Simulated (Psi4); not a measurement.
# A workflow on SiH2F (SMILES F[SiH2])

Aim: a geometry optimisation (UHF/6-31G**), then vibrational wavenumbers, then the energy (UMP2/def2-TZVPP) of SiH2F. 

The calculation is run with Psi4 1.11.

### 1 The structure to begin with

SiH2F has 4 atoms, charge 0, and is taken as a doublet. SMILES: `F[SiH2]`. Geometry: relaxed at GFN2-xTB. The run starts from this shape.

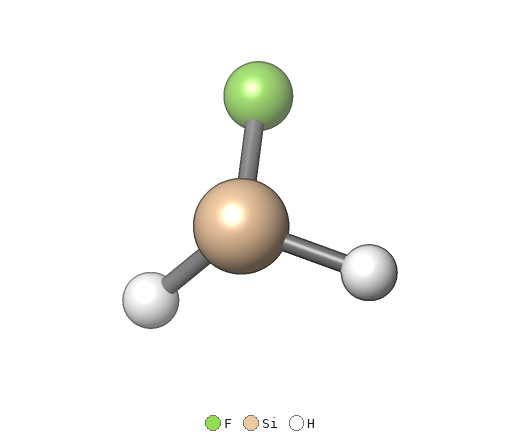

Viewed from a chosen angle; fluorine green, silicon light orange, hydrogen white.

### 2 A geometry optimisation at UHF/6-31G(d,p) (density fitting, Cartesian functions) (run 1)

The input, fh2si.inp:

```
memory 1600 MB

molecule m {
  0 2
  F
  Si 1 1.620922
  H 2 1.447556 1 104.66631
  H 2 1.447537 3 120.15364 1 117.04642
}

set basis 6-31G**
set reference uhf
set geom_maxiter 60

opt("scf")
print_variables()
```

The run is started by

```
$ psi4 -n 1 fh2si.inp fh2si.out
```

fh2si.out:

```text
[...]
  Running in c1 symmetry.
[...]
  Nuclear repulsion =   55.499462277365929
[...]
  Multiplicity = 2
[...]
  Nalpha       = 13
  Nbeta        = 12
[...]
    Number of basis functions: 44
[...]
   @DF-UHF iter   1:  -389.48166677126147   -6.83313e-01   6.71369e-03 ADIIS/DIIS
[...]
   @DF-UHF iter   8:  -389.52578387567382   -5.91172e-12   9.03031e-09 DIIS
[...]
   @S^2 Observed:                7.521672783E-01
[...]
  @DF-UHF Final Energy:  -389.52578387567382
   => Energetics <=
    Nuclear Repulsion Energy =             55.7596284255410453
    One-Electron Energy =                -652.5576097016869426
    Two-Electron Energy =                 207.2721974004720948
    Total Energy =                       -389.5257838756738238
  UHF NO Occupations:
  HONO-2 :   11  A 1.9999039
  HONO-1 :   12  A 1.9990951
[...]
 Multipole Moments:
 ------------------------------------------------------------------------------------
     Multipole            Electronic (a.u.)      Nuclear  (a.u.)        Total (a.u.)
 ------------------------------------------------------------------------------------
 L = 1.  Multiply by 2.5417464519 to convert [e a0] to [Debye]
 Dipole X            :          1.1688118           -1.1030422            0.0657696
 Dipole Y            :          0.6657114           -0.6282518            0.0374597
 Dipole Z            :         -2.3564991            2.9745295            0.6180304
 Magnitude           :                                                    0.6226480
[...]
  -Total Gradient:
     Atom            X                  Y                   Z
    ------   -----------------  -----------------  -----------------
       1       -0.000006999065    -0.000003982895    -0.000118005257
       2       -0.000027828354    -0.000015875279     0.000164196598
       3        0.000037570072    -0.000025475052    -0.000023099336
       4       -0.000002742653     0.000045333226    -0.000023092003
[...]
    Final optimized geometry and variables:
    Molecular point group: c1
    Full point group: C1
    Geometry (in Angstrom), charge = 0, multiplicity = 2:
    F
    SI            1    1.599028
    H             2    1.476270      1  108.834598
    H             2    1.476270      3  110.654116      1  119.545260
  Variable Map:
  ----------------------------------------------------------------------------
  "CURRENT ENERGY"           =>    -389.525783875674
  "CURRENT REFERENCE ENERGY" =>    -389.525783875674
  "DD SOLVATION ENERGY"      =>       0.000000000000
  "HF KINETIC ENERGY"        =>     389.251113610062
[...]
```

The script printed:

```text
Optimizer: Optimization complete!
```

It took 3.3 s on 1 thread of Intel Xeon 6975P-C (Granite Rapids), shared host; peak memory 0.21 GiB.

Steps, from the record of the run:

```tsv
step	energy from the first frame kept (eV)	largest force (eV/Å)
0	0.0000	1.7380
1	-0.0746	0.4945
2	-0.0840	0.0407
3	-0.0841	0.0086
```

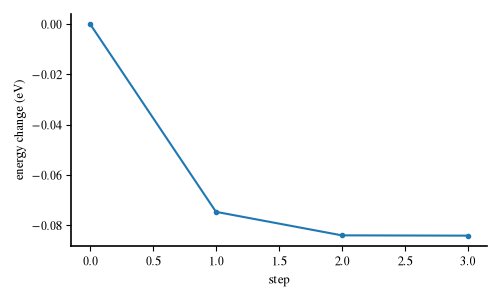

Energy along the run.

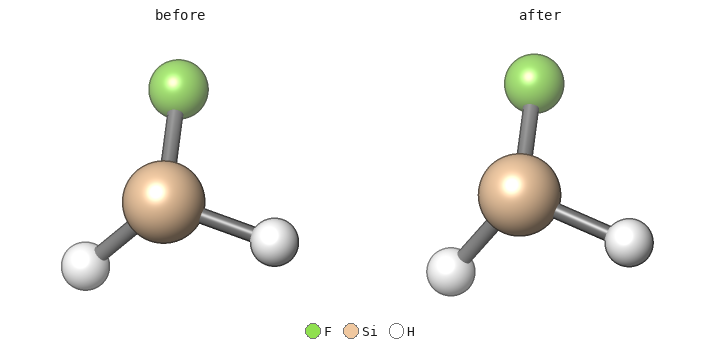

Before and after, at one scale.

After the run. Bond lengths: F1–Si2 1.599 Å, Si2–H3 1.476 Å, Si2–H4 1.476 Å. Angles: F1–Si2–H3 108.8°, F1–Si2–H4 108.8°, H3–Si2–H4 110.7°.

### 3 Vibrational wavenumbers at UHF/6-31G(d,p) (density fitting, Cartesian functions) (run 2)

The input, input.inp:

```
memory 1.6 GB

molecule mol {
  0 2
  F      1.199741     0.640151    -0.426202
  Si    -0.110065    -0.259984    -0.249975
  H     -1.296218     0.618883    -0.252488
  H     -0.012433    -0.999246     1.024124
  units angstrom
  symmetry c1
}

set globals {
  reference                  uhf
  t                          400.0
  rotational_symmetry_number 1
}

E, wfn = frequencies('scf/6-31G**', return_wfn=True)
print_variables()
```

The run is started by

```
$ psi4 -n 1 input.inp input.out
```

input.out:

```text
[...]
  Running in c1 symmetry.
[...]
  Nuclear repulsion =   55.759625368643036
[...]
  Multiplicity = 2
[...]
  Nalpha       = 13
  Nbeta        = 12
[...]
    Number of basis functions: 44
[...]
   @DF-UHF iter   1:  -389.48697139801993   -6.85411e-01   6.53813e-03 DIIS/ADIIS
[...]
  -Total Gradient:
     Atom            X                  Y                   Z
    ------   -----------------  -----------------  -----------------
       1        0.000095008734     0.000070431081    -0.000006245961
       2       -0.000141732069    -0.000077120712     0.000045533735
       3        0.000001779269     0.000030430656    -0.000040898911
       4        0.000044944066    -0.000023741025     0.000001611137
[...]
   @DF-UHF iter  12:  -389.52578387563204   -1.64846e-12   6.98091e-09 DIIS
[...]
   @S^2 Observed:                7.521672820E-01
[...]
  @DF-UHF Final Energy:  -389.52578387563204
   => Energetics <=
    Nuclear Repulsion Energy =             55.7596253686430359
    One-Electron Energy =                -652.5576048688994888
    Two-Electron Energy =                 207.2721956246244304
    Total Energy =                       -389.5257838756320439
  UHF NO Occupations:
  HONO-2 :   11  A 1.9999039
  HONO-1 :   12  A 1.9990951
[...]
 Multipole Moments:
 ------------------------------------------------------------------------------------
     Multipole            Electronic (a.u.)      Nuclear  (a.u.)        Total (a.u.)
 ------------------------------------------------------------------------------------
 L = 1.  Multiply by 2.5417464519 to convert [e a0] to [Debye]
 Dipole X            :          2.2295711           -2.7189753           -0.4894042
 Dipole Y            :          0.6688920           -1.0538042           -0.3849123
 Dipole Z            :         -1.3942606            1.3985325            0.0042719
 Magnitude           :                                                    0.6226494
[...]
  ==> Harmonic Vibrational Analysis <==
[...]
  Freq [cm^-1]                 773.3769            885.3543            950.9970
[...]
  Freq [cm^-1]                1021.2811           2342.8150           2363.4564
[...]
  Total E_0, Enthalpy at 0 [K]                                                         -389.50679015 [Eh]
[...]
  Total H, Enthalpy at  400.00 [K]                                                     -389.50104426 [Eh]
[...]
  Total G, Gibbs energy at  400.00 [K]                                                 -389.54094564 [Eh]
[...]
```

Run time: 5.1 s. Hardware: 1 thread of Intel Xeon 6975P-C (Granite Rapids), shared host; peak memory 0.23 GiB.

### 4 A single-point energy at UMP2/def2-TZVPP (density fitting, density fitting for correlation) (run 3)

The input, calc.dat:

```
memory 1600 MB

molecule m {
  0 2
  F      2.26718191     1.20971007    -0.80540505
  Si    -0.20799271    -0.49129856    -0.47238429
  H     -2.44949702     1.16951937    -0.47713317
  H     -0.02349496    -1.88830127     1.93531388
  units bohr
}

set {
  reference uhf
  num_frozen_docc 6
}

energy("mp2/def2-TZVPP")
print_variables()
```

The run is started by

```
$ psi4 -i calc.dat -o calc.out -n 1
```

calc.out:

```text
[...]
  Running in c1 symmetry.
[...]
  Nuclear repulsion =   55.759625323203224
[...]
  Multiplicity = 2
[...]
  Nalpha       = 13
  Nbeta        = 12
[...]
    Number of basis functions: 101
[...]
   @DF-UHF iter   1:  -389.55813056256977   -6.58966e-01   3.28927e-03 ADIIS/DIIS
[...]
   @DF-UHF iter  13:  -389.60661744791832   -4.94538e-12   4.36448e-09 DIIS
[...]
   @S^2 Observed:                7.535721914E-01
[...]
    Orbital Energies [Eh]
    ---------------------
    Alpha Occupied:
       1A    -68.824827     2A    -26.290149     3A     -6.171090
       4A     -4.283464     5A     -4.274789     6A     -4.273728
       7A     -1.592820     8A     -0.779338     9A     -0.679169
      10A     -0.672617    11A     -0.635416    12A     -0.500612
      13A     -0.354348
    Alpha Virtual:
      14A      0.102205    15A      0.152046    16A      0.169384
      17A      0.247387    18A      0.263484    19A      0.288711
      20A      0.335538    21A      0.360914    22A      0.378548
      23A      0.419433    24A      0.425624    25A      0.532068
[...]
  @DF-UHF Final Energy:  -389.60661744791832
   => Energetics <=
    Nuclear Repulsion Energy =             55.7596253232032240
    One-Electron Energy =                -652.5708895721800218
    Two-Electron Energy =                 207.2046468010585443
    Total Energy =                       -389.6066174479183246
  UHF NO Occupations:
  HONO-2 :   11  A 1.9998150
  HONO-1 :   12  A 1.9985483
[...]
 Multipole Moments:
 ------------------------------------------------------------------------------------
     Multipole            Electronic (a.u.)      Nuclear  (a.u.)        Total (a.u.)
 ------------------------------------------------------------------------------------
 L = 1.  Multiply by 2.5417464519 to convert [e a0] to [Debye]
 Dipole X            :          2.2750567           -2.7189753           -0.4439186
 Dipole Y            :          0.7482746           -1.0538042           -0.3055297
 Dipole Z            :         -1.3393831            1.3985325            0.0591493
 Magnitude           :                                                    0.5421353
[...]
```

Run time: 1.9 s. Hardware: 1 thread of Intel Xeon 6975P-C (Granite Rapids), shared host; peak memory 0.21 GiB.

### 5 Results

| quantity | value |
| --- | --- |
| run 1, UHF/6-31G**: total energy at the end | -389.52578 Eh |
| run 1, UHF/6-31G**: dipole moment | 1.58 D |
| run 1, UHF/6-31G**: HOMO energy (highest over α and β) | -9.44 eV |
| run 1, UHF/6-31G**: LUMO energy (lowest over α and β) | 1.31 eV |
| run 1, UHF/6-31G**: ⟨S²⟩ | 0.752 |
| run 2, UHF/6-31G**: lowest harmonic wavenumber | 773 cm⁻¹ |
| run 2, UHF/6-31G**: highest harmonic wavenumber | 2363 cm⁻¹ |
| run 2, UHF/6-31G**: zero-point energy | 49.9 kJ/mol |
| run 2, UHF/6-31G**: ideal-gas entropy at 400 K (symmetry number 1 as used) | 62.6 cal/(mol K) |
| run 3, UMP2/def2-TZVPP: total energy | -389.96233 Eh |
| run 3, UMP2/def2-TZVPP: HOMO energy (Hartree–Fock orbitals) (highest over α and β) | -9.64 eV |
| run 3, UMP2/def2-TZVPP: LUMO energy (Hartree–Fock orbitals) (lowest over α and β) | 1.23 eV |
| run 3, UMP2/def2-TZVPP: correlation energy (6 core orbitals frozen) | -355.7 mEh |
| run 3, UMP2/def2-TZVPP: ⟨S²⟩ of the reference determinant | 0.754 |

In words: The optimisation (run 1, UHF/6-31G**) took 4 steps and changed the energy by -0.084 eV. All 6 modes (run 2, UHF/6-31G**) are real, so the shape is a minimum at this level.
